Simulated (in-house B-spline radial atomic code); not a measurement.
# Tc: RPA and GW calculation

- system: Tc, configuration [Kr] 4d5 5s2.
- method: RPA, second-order and SOSEX correlation energies and G0W0 (contour deformation) on a non-relativistic mean field, all electrons, B-spline basis (in-house B-spline radial atomic code)

## The input
```
Z = 43
electrons = 43.0
configuration = [Kr] 4d5 5s2
hamiltonian = nr
method = hf
lmax = 9
spin_polarised = True
box_radius = 40.0
intervals = 56
ion_configuration = [Kr] 4d5 5s1
```

Hardware: 1 CPU thread, shared host.

Launched within a batch (the task file carries these settings):
```bash
python <driver script> task.json out
```

The program writes its results to a structured record and prints no log; tables and figures of this report are taken from that record.

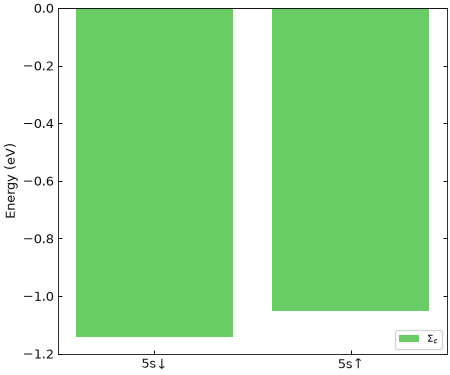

Figure 1. The G₀W₀ correction to each level (on Hartree–Fock the correlation self-energy alone) for the Tc atom ([Kr] 4d⁵ 5s²). All-electron spherical atom, non-relativistic, Hartree-Fock start, no spin-orbit coupling, Breit or QED terms; computed with a B-spline radial code. The quasi-particle equation is solved at full frequency; levels of low quasi-particle weight Z are left out. Σ columns are in eV, and Σc holds an estimate for the angular momenta beyond the basis. G₀W₀ moves the highest occupied level, 5s↓, from −5.53 to −6.67 eV (renormalisation factor Z = 0.94); the measured removal energy is 7.12 eV, so the error is −0.45 eV.

| Level | Mean field (eV) | Σc (eV) | Z | G₀W₀ (eV) |
| --- | --- | --- | --- | --- |
| 5s↓ | −5.53 | −1.14 | 0.94 | −6.67 |
| 5s↑ | −7.24 | −1.05 | 0.93 | −8.29 |

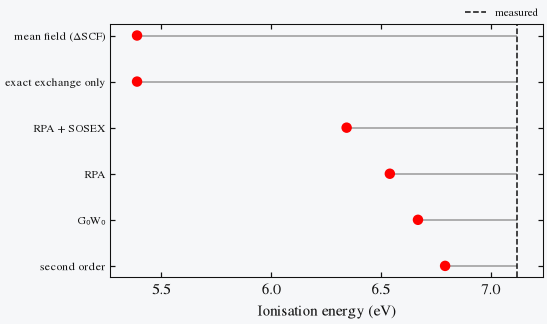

Figure 2. The ionisation energy of Tc ([Kr] 4d⁵ 5s² → [Kr] 4d⁵ 5s) across levels of theory. Differences of total energies, each species on its own start, beside the G₀W₀ level. The values run from 5.39 eV (mean field (ΔSCF) and exact exchange only) to 6.79 eV (second order). The measured value is 7.12 eV; nearest to it come second order (−0.33) and G₀W₀ (−0.45), furthest mean field (ΔSCF) (−1.73 eV).

```
             Method  Ionisation energy (eV)
  mean field (ΔSCF)                    5.39
exact exchange only                    5.39
       second order                    6.79
                RPA                    6.54
        RPA + SOSEX                    6.34
               G₀W₀                    6.67
```

## Results in brief

```tsv
quantity	value
outcome	converged
mean-field total energy	−4204.79493 hartree
total energy with exact exchange alone	−4204.79493 hartree
exact exchange energy	−124.40629 hartree
RPA correlation, extrapolated in the angular momentum of the empty orbitals	−2.86507 hartree
RPA correlation, as summed	−2.82287 hartree
direct second-order term	−3.20375 hartree
second-order exchange term	0.93012 hartree
SOSEX term	0.87087 hartree
wall time	6 s
```

## Notes

Relativity is left out, which matters for an atom this heavy. Caveats: relativity is absent.
